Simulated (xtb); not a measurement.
## Geometry relaxation, with input and output: CH5O3Sn (part 3 of 3)

CH5O3Sn, multiplicity 2, SMILES C[O][Sn]([OH])[OH]; GFN2-xTB (xtb 6.7.1 later snapshot). 

Geometry of the input (Å):
```
C  -0.3539  -1.7627  -0.7712
O  -0.5474  -1.0806  0.3012
Sn 0.7378  0.6374  1.1811
O  -0.4243  1.9925  1.8856
O  1.5512  1.5196  -0.5675
H  0.0095  -2.7816  -0.7059
H  0.2204  -1.2117  -1.6122
H  -1.4107  -1.9126  -1.3236
H  -1.2726  1.8474  2.3084
H  1.4908  2.4330  -0.5542
```

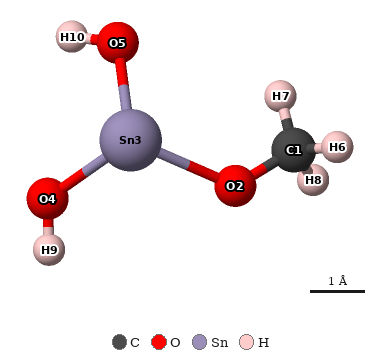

Figure 1. The geometry at step 4 of the log (ball-and-stick view, seen on its broad side; atoms are numbered from 1 in the order of the input).

The program's output, continued:
```
   *** convergence criteria satisfied after 3 iterations ***

         #    Occupation            Energy/Eh            Energy/eV
      -------------------------------------------------------------
         1        2.0000           -0.8428426             -22.9349
       ...           ...                  ...                  ...
        10        2.0000           -0.5125103             -13.9461
        11        2.0000           -0.4548324             -12.3766
        12        2.0000           -0.4484683             -12.2034
        13        2.0000           -0.4386630             -11.9366
        14        2.0000           -0.4310146             -11.7285
        15        2.0000           -0.4167576             -11.3406
        16        1.0000           -0.3957650             -10.7693 (HOMO)
        17                         -0.1596734              -4.3449 (LUMO)
        18                         -0.1444203              -3.9299
        19                         -0.1302421              -3.5441
        20                         -0.0870521              -2.3688
        21                         -0.0657417              -1.7889
       ...                                ...                  ...
        30                          0.4039677              10.9925
      -------------------------------------------------------------
                  HL-Gap            0.2360916 Eh            6.4244 eV
             Fermi-level           -0.3419903 Eh           -9.3060 eV

 SCC (total)                   0 d,  0 h,  0 min,  0.003 sec
 SCC setup                      ...        0 min,  0.000 sec (  1.594%)
 Dispersion                     ...        0 min,  0.000 sec (  0.915%)
 classical contributions        ...        0 min,  0.000 sec (  0.272%)
 integral evaluation            ...        0 min,  0.001 sec ( 20.111%)
 iterations                     ...        0 min,  0.001 sec ( 31.801%)
 molecular gradient             ...        0 min,  0.001 sec ( 39.965%)
 printout                       ...        0 min,  0.000 sec (  4.927%)

         :::::::::::::::::::::::::::::::::::::::::::::::::::::
         ::                     SUMMARY                     ::
         :::::::::::::::::::::::::::::::::::::::::::::::::::::
         :: total energy             -18.989969269226 Eh    ::
         :: gradient norm              0.000835841780 Eh/a0 ::
         :: HOMO-LUMO gap              6.424380693340 eV    ::
         ::.................................................::
         :: SCC energy               -19.083566375139 Eh    ::
         :: -> isotropic ES            0.057219101777 Eh    ::
         :: -> anisotropic ES          0.000012181964 Eh    ::
         :: -> anisotropic XC         -0.000142586927 Eh    ::
         :: -> dispersion             -0.005106695016 Eh    ::
         :: repulsion energy           0.093597105914 Eh    ::
         :: add. restraining           0.000000000000 Eh    ::
         :: total charge               0.000000000005 e     ::
         :::::::::::::::::::::::::::::::::::::::::::::::::::::

           -------------------------------------------------
          |                Property Printout                |
           -------------------------------------------------

    * Orbital Energies and Occupations

         #    Occupation            Energy/Eh            Energy/eV
      -------------------------------------------------------------
         1        2.0000           -0.8428426             -22.9349
       ...           ...                  ...                  ...
         4        2.0000           -0.6462423             -17.5851
         5        2.0000           -0.6137447             -16.7008
         6        2.0000           -0.5392312             -14.6732
         7        2.0000           -0.5352473             -14.5648
         8        2.0000           -0.5325155             -14.4905
         9        2.0000           -0.5302738             -14.4295
        10        2.0000           -0.5125103             -13.9461
        11        2.0000           -0.4548324             -12.3766
        12        2.0000           -0.4484683             -12.2034
        13        2.0000           -0.4386630             -11.9366
        14        2.0000           -0.4310146             -11.7285
        15        2.0000           -0.4167576             -11.3406
        16        1.0000           -0.3957650             -10.7693 (HOMO)
        17                         -0.1596734              -4.3449 (LUMO)
        18                         -0.1444203              -3.9299
        19                         -0.1302421              -3.5441
        20                         -0.0870521              -2.3688
        21                         -0.0657417              -1.7889
        22                         -0.0566939              -1.5427
        23                          0.0826322               2.2485
        24                          0.1012959               2.7564
        25                          0.1522464               4.1428
        26                          0.1707929               4.6475
        27                          0.2056301               5.5955
       ...                                ...                  ...
        30                          0.4039677              10.9925
      -------------------------------------------------------------
                  HL-Gap            0.2360916 Eh            6.4244 eV
             Fermi-level           -0.3419903 Eh           -9.3060 eV

     #   Z          covCN         q      C6AA      α(0)
     1   6          3.633     0.057    20.001     6.437
     2   8          1.538    -0.386    20.672     6.133
     3  50          2.200     0.559   416.035    43.087
     4   8          1.555    -0.521    23.421     6.529
     5   8          1.557    -0.517    23.339     6.518
     6   1          0.924     0.039     2.467     2.456
     7   1          0.924     0.064     2.149     2.293
     8   1          0.923     0.088     1.897     2.154
     9   1          0.807     0.305     0.705     1.319
    10   1          0.809     0.313     0.683     1.298

 Mol. C6AA /au·bohr⁶  :       1974.871143
 Mol. C8AA /au·bohr⁸  :     110794.377855
 Mol. α(0) /au        :         78.224768

Wiberg/Mayer (AO) data.
largest (>0.10) Wiberg bond orders for each atom

 ---------------------------------------------------------------------------
     #   Z sym  total        # sym  WBO       # sym  WBO       # sym  WBO
 ---------------------------------------------------------------------------
     1   6      3.962 --     2      1.103     6      0.974     7      0.943
                             8      0.897
     2   8      2.072 --     1      1.103     3      0.642     5      0.133
                             4      0.130
     3  50      2.624 --     5      0.965     4      0.947     2      0.642
     4   8      2.105 --     3      0.947     9      0.886     2      0.130
     5   8      2.117 --     3      0.965    10      0.880     2      0.133
     6   1      0.998 --     1      0.974
     7   1      0.995 --     1      0.943
     8   1      0.988 --     1      0.897
     9   1      0.907 --     4      0.886
    10   1      0.902 --     5      0.880
 ---------------------------------------------------------------------------

Topologies differ in total number of bonds
Writing topology from bond orders to xtbtopo.mol

molecular dipole:
                 x           y           z       tot (Debye)
 q only:        0.017      -0.481       0.139
   full:        0.165      -0.835       0.384       2.374
molecular quadrupole (traceless):
                xx          xy          yy          xz          yz          zz
 q only:       -1.104      -0.150      -1.398       2.456       1.549       2.502
  q+dip:       -0.366      -0.740      -2.677       3.605       0.204       3.043
   full:       -0.279      -0.482      -3.120       4.653       1.104       3.398

           -------------------------------------------------
          |                Geometry Summary                 |
           -------------------------------------------------

      molecular mass/u    :      183.7587670
   center of mass at/Å    :        0.5182674       0.4426405       0.8125129
  moments of inertia/u·Å² :        0.1292483E+03   0.2790660E+03   0.3362393E+03
rotational constants/cm⁻¹ :        0.1304283E+00   0.6040734E-01   0.5013581E-01

 * 6 selected distances

     #   Z          #   Z                                           value/Å
     1   6          2   8                                         1.3641474 (max)
     1   6          6   1                                         1.0975030
     1   6          7   1                                         1.0969808
     1   6          8   1                                         1.1015967
     4   8          9   1                                         0.9563042 (min)
     5   8         10   1                                         0.9574182

 * 3 distinct bonds (by element types)

   Z      Z             #   av. dist./Å        max./Å        min./Å
   1 H    6 C           3     1.0986935     1.1015967     1.0969808
   1 H    8 O           2     0.9568612     0.9574182     0.9563042
   6 C    8 O           1     1.3641474     1.3641474     1.3641474

optimized geometry written to: xtbopt.coord

           -------------------------------------------------
          | TOTAL ENERGY              -18.989969269226 Eh   |
          | GRADIENT NORM               0.000835841780 Eh/α |
          | HOMO-LUMO GAP               6.424380693340 eV   |
           -------------------------------------------------

------------------------------------------------------------------------
------------------------------------------------------------------------
 total:
 *  cpu-time:     0 d,  0 h,  0 min,  0.054 sec
 * ratio c/w:     1.000 speedup
 SCF:
 *  cpu-time:     0 d,  0 h,  0 min,  0.006 sec
 * ratio c/w:     1.000 speedup
 ANC optimizer:
 *  cpu-time:     0 d,  0 h,  0 min,  0.041 sec
 * ratio c/w:     1.000 speedup
```

Standard error:
```
normal termination of xtb
```

Trajectory as extended XYZ (Å, eV, eV/Å), 9 frames, from step=0 to step=8:
```
10
Properties=species:S:1:pos:R:3 step=0 energy=-516.26530
C    -0.3539   -1.7627   -0.7712
O    -0.5474   -1.0806    0.3012
Sn    0.7378    0.6374    1.1811
O    -0.4243    1.9925    1.8856
O     1.5512    1.5196   -0.5675
H     0.0095   -2.7816   -0.7059
H     0.2204   -1.2117   -1.6122
H    -1.4107   -1.9126   -1.3236
H    -1.2726    1.8474    2.3084
H     1.4908    2.4330   -0.5542
10
Properties=species:S:1:pos:R:3 step=1 energy=-516.61022
C    -0.3830   -1.7654   -0.7976
O    -0.5614   -1.0795    0.3082
Sn    0.7912    0.5665    1.1833
O    -0.4436    1.9932    1.8503
O     1.5479    1.5238   -0.5493
H     0.0367   -2.7739   -0.6925
H     0.2042   -1.2245   -1.5913
H    -1.4002   -1.8957   -1.3239
H    -1.2741    1.8660    2.3138
H     1.4831    2.4702   -0.5596
10
Properties=species:S:1:pos:R:3 step=2 energy=-516.72608
C    -0.3964   -1.7704   -0.8384
O    -0.5324   -1.1005    0.3243
Sn    0.7857    0.5451    1.1345
O    -0.4677    2.0255    1.8532
O     1.5979    1.5137   -0.5273
H     0.0386   -2.7772   -0.7055
H     0.1836   -1.2201   -1.5874
H    -1.3868   -1.8880   -1.2848
H    -1.2848    1.8805    2.3270
H     1.4633    2.4721   -0.5542
10
Properties=species:S:1:pos:R:3 step=3 energy=-516.73779
C    -0.3930   -1.7754   -0.8487
O    -0.5105   -1.1089    0.3303
Sn    0.7884    0.5403    1.1425
O    -0.4797    2.0446    1.8303
O     1.5622    1.5122   -0.5381
H     0.0402   -2.7797   -0.7156
H     0.1881   -1.2177   -1.5929
H    -1.4024   -1.8855   -1.2695
H    -1.2805    1.8821    2.3301
H     1.4882    2.4689   -0.5268
10
Properties=species:S:1:pos:R:3 step=4 energy=-516.74093
C    -0.3887   -1.7801   -0.8491
O    -0.5036   -1.1174    0.3385
Sn    0.7785    0.5417    1.1357
O    -0.4819    2.0581    1.8349
O     1.5757    1.5099   -0.5365
H     0.0441   -2.7815   -0.7214
H     0.1787   -1.2115   -1.5965
H    -1.4046   -1.8809   -1.2661
H    -1.2813    1.8794    2.3275
H     1.4840    2.4630   -0.5255
10
Properties=species:S:1:pos:R:3 step=5 energy=-516.74216
C    -0.3898   -1.7777   -0.8499
O    -0.5109   -1.1110    0.3358
Sn    0.7771    0.5440    1.1367
O    -0.4835    2.0654    1.8372
O     1.5846    1.5045   -0.5361
H     0.0483   -2.7745   -0.7184
H     0.1782   -1.2086   -1.5969
H    -1.4030   -1.8874   -1.2680
H    -1.2787    1.8701    2.3311
H     1.4787    2.4560   -0.5300
10
Properties=species:S:1:pos:R:3 step=6 energy=-516.74302
C    -0.3912   -1.7703   -0.8492
O    -0.5341   -1.0905    0.3248
Sn    0.7729    0.5446    1.1399
O    -0.4792    2.0751    1.8503
O     1.5960    1.4933   -0.5355
H     0.0631   -2.7574   -0.7041
H     0.1726   -1.2010   -1.5997
H    -1.3974   -1.9055   -1.2739
H    -1.2743    1.8497    2.3302
H     1.4725    2.4426   -0.5414
10
Properties=species:S:1:pos:R:3 step=7 energy=-516.74326
C    -0.3906   -1.7688   -0.8492
O    -0.5345   -1.0879    0.3236
Sn    0.7726    0.5441    1.1383
O    -0.4781    2.0721    1.8519
O     1.5913    1.4932   -0.5363
H     0.0651   -2.7558   -0.7022
H     0.1706   -1.2000   -1.6016
H    -1.3985   -1.9088   -1.2709
H    -1.2764    1.8489    2.3277
H     1.4795    2.4437   -0.5398
10
Properties=species:S:1:pos:R:3 step=8 energy=-516.74339
C    -0.3906   -1.7673   -0.8492
O    -0.5363   -1.0833    0.3221
Sn    0.7725    0.5432    1.1379
O    -0.4771    2.0701    1.8541
O     1.5875    1.4924   -0.5368
H     0.0706   -2.7518   -0.6992
H     0.1638   -1.1980   -1.6055
H    -1.3992   -1.9147   -1.2670
H    -1.2793    1.8454    2.3236
H     1.4890    2.4447   -0.5386
```

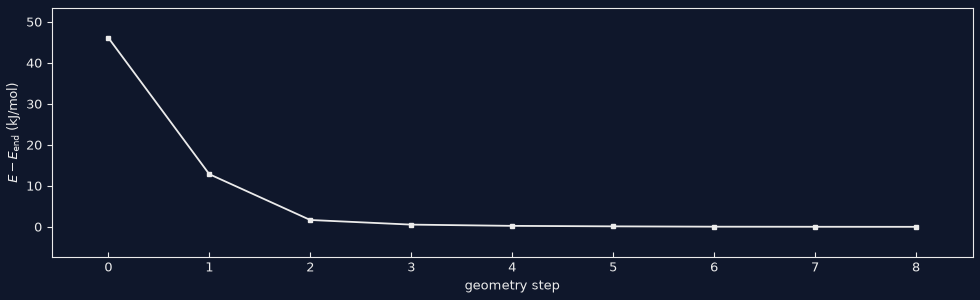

Figure 2. Progress of the relaxation, step by step (steps are counted from 0).

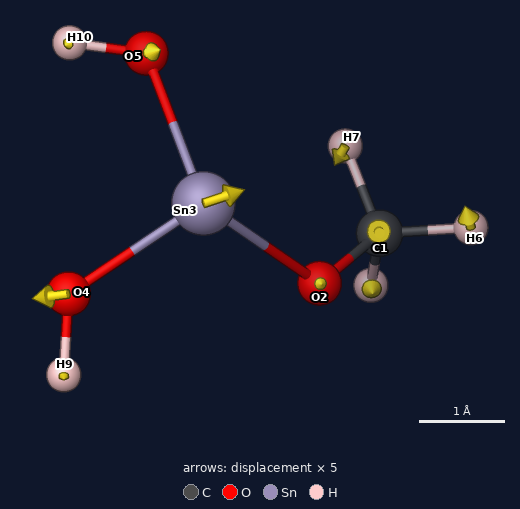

Figure 3. The starting structure with the displacements as yellow arrows, magnified 5 times (ball-and-stick view, seen at a tilt). The two geometries are laid on each other by the best rigid fit. After 8 geometry steps the energy has fallen by 46.1 kJ/mol. The atom that moves furthest after the best rigid fit is Sn3 (0.11 Å). Largest moves by element: Sn 0.11 Å, O 0.10 Å, C 0.09 Å, H 0.07 Å. Among the contacts that change: Sn3–O4 1.919 → 2.099 Å, C1–H8 1.202 → 1.102 Å, C1–O2 1.286 → 1.364 Å, O2–Sn3 2.319 → 2.241 Å. Among the angles that change: O2–C1–H6 119.9° → 112.2°, H6–C1–H8 101.8° → 108.5°, Sn3–O4–H9 126.2° → 119.7°. (Atoms are counted from 1 in the order of the input.)

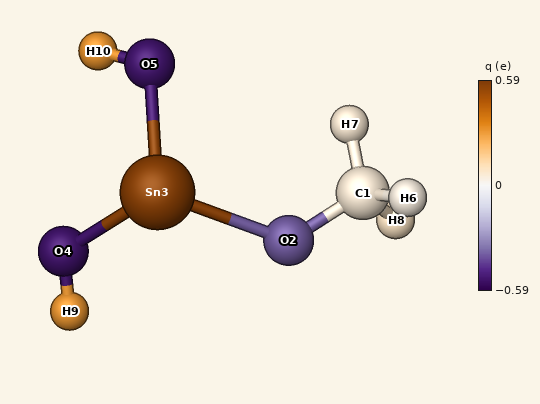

Figure 4. Mulliken charges, as the colour of each atom (ball-and-stick view, seen on its broad side; atoms are numbered from 1 in the order of the input). By element: C +0.06, O −0.52 to −0.39, Sn +0.56 and H +0.04 to +0.31 e.

Results in brief:

| quantity | value |
| --- | --- |
| outcome | converged |
| electrons treated | 31 |
| total energy | −18.989969 hartree |
| dispersion energy | −0.005107 hartree |
| basis functions | 31 |
| dipole moment | 2.37 D |
| peak memory | 0.073 GiB |

Remarks:

Settings chosen away from the usual ones: method = gfn2-xtb; task = optimise; opt_level = normal; x = {}; partner = base. The record of the run, not the program, notes: no spin polarisation: high-spin states lie too high.
